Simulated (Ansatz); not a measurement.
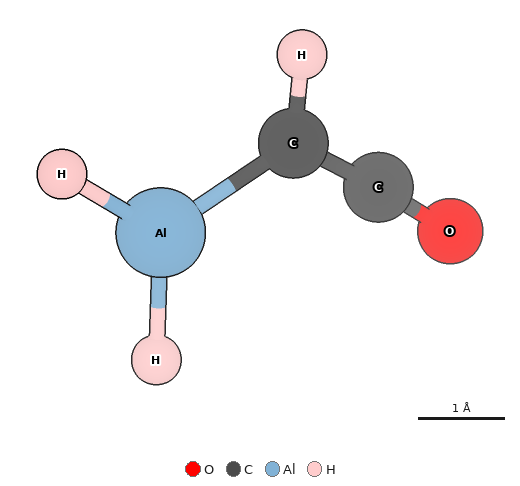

The starting structure (ball-and-stick view, seen at a tilt). Sticks mark near contacts.

**Run report: C2H3AlO, nudged elastic band**

C2H3AlO, set up with RKS r2SCAN/def2-SVP (Ansatz 0.2.0).

One setting was made poor on purpose. It belongs to a series of runs on one base structure; here: an input spoilt on purpose.

Input
```yaml
crystal:
  periodic: [false, false, false]
  atoms:
    - { symbol: O, position_ang: [-0.442423, -2.015732, 1.631157] }
    - { symbol: C, position_ang: [0.083179, -1.305932, 0.872133] }
    - { symbol: C, position_ang: [0.613667, -0.456078, 0.012673] }
    - { symbol: Al, position_ang: [-0.373988, 1.083703, -0.571455] }
    - { symbol: H, position_ang: [1.628053, -0.668617, -0.345163] }
    - { symbol: H, position_ang: [-1.834151, 1.302694, 0.00538] }
    - { symbol: H, position_ang: [0.325662, 2.059961, -1.604724] }
basis:
  gaussian: { orbitals: def2-SVP }
hamiltonian:
  xc: r2scan
neb:
  order_check: false
  images: 3
  f_tol: 0.05
  max_iterations: 8
  climbing: true
  final_atoms:
    - { symbol: O, position_ang: [-0.83470544, -0.99641464, 1.25937884] }
    - { symbol: C, position_ang: [0.12468224, -0.90380511, 0.59498706] }
    - { symbol: C, position_ang: [1.11104302, -0.72994957, -0.25637373] }
    - { symbol: Al, position_ang: [0.8799825, 0.14104614, -2.02152502] }
    - { symbol: H, position_ang: [2.12111583, -1.06882091, 0.00379018] }
    - { symbol: H, position_ang: [-1.67151502, 2.07313492, -0.02803798] }
    - { symbol: H, position_ang: [-1.73060412, 1.48480817, 0.44778164] }
  initial_path:
    images:
      - { positions_ang: [[-0.442423, -2.015732, 1.631157], [0.083179, -1.305932, 0.872133], [0.613667, -0.456078, 0.012673], [-0.373988, 1.083703, -0.571455], [1.628053, -0.668617, -0.345163], [-1.834151, 1.302694, 0.00538], [0.325662, 2.059961, -1.604724]] }
      - { positions_ang: [[-0.35359729, -1.94856825, 1.57912109], [0.12373347, -1.22416896, 0.80582113], [0.57851864, -0.35832646, -0.05812468], [-0.49967415, 1.15672907, -0.61248126], [1.57473825, -0.49942022, -0.46709283], [-1.93284014, 1.39214207, -0.02682026], [0.50912021, 1.48161176, -1.22042219]] }
      - { positions_ang: [[-0.26477158, -1.88140451, 1.52708519], [0.16428795, -1.14240592, 0.73950926], [0.54337028, -0.26057492, -0.12892236], [-0.62536029, 1.22975513, -0.65350753], [1.5214235, -0.33022344, -0.58902267], [-2.03152927, 1.48159014, -0.05902052], [0.69257842, 0.90326251, -0.83612038]] }
      - { positions_ang: [[-0.54973851, -1.43890957, 1.39323201], [0.14448509, -1.02310551, 0.66724816], [0.82720665, -0.49526225, -0.19264804], [0.1273111, 0.68540064, -1.33751627], [1.82126966, -0.69952218, -0.29261624], [-1.85152215, 1.77736253, -0.04352925], [-0.51901285, 1.19403534, -0.19416937]] }
      - { positions_ang: [[-0.83470544, -0.99641464, 1.25937884], [0.12468224, -0.90380511, 0.59498706], [1.11104302, -0.72994957, -0.25637373], [0.8799825, 0.14104614, -2.02152502], [2.12111583, -1.06882091, 0.00379018], [-1.67151502, 2.07313492, -0.02803798], [-1.73060412, 1.48480817, 0.44778164]] }
  spring: -5.0
```

Machine: 2 threads of Intel Xeon @ 2.90GHz (Ice Lake), 16 GiB of memory available, shared host.

Launch command:
```bash
ansatz run input.yaml --threads 2 --pin off --max-ram 3072MiB --backend cpu --events-out ev --progress --plain --runs-dir out
```

What the program printed
```
Error: invalid value for `neb.spring`: must be finite and > 0; got -5 eV/Å²
```

What the run reported

| quantity | value |
| --- | --- |
| outcome | refused by the program |

The program refused the input: “invalid value for `neb.spring`: must be finite and > 0; got -5 eV/Å²” A deliberately poor setting: bad input.
